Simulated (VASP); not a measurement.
Band structure of W (bcc). Level of theory: PW91 GGA, VASP's PBE PAW potentials (set 64) (plane waves; VASP).

Unless said otherwise, spin-orbit coupling is left out, though it shifts the bands of the heavy elements here.

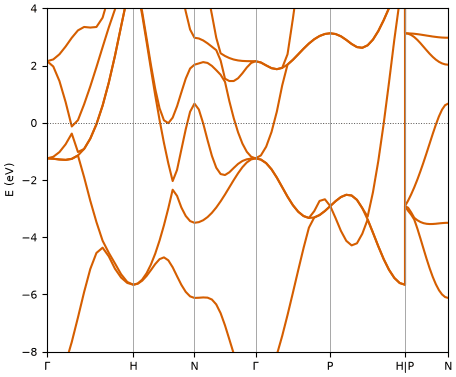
*Bands along high-symmetry lines, zero at the valence-band maximum or, without a gap, the Fermi level*

Task: Read the plot: is there a gap, and where are the band edges?

Result: It has no gap at this level: it comes out as a metal or semimetal. (Edges off the drawn lines would not show.)

The compound is W in the bcc structure. It was relaxed first.
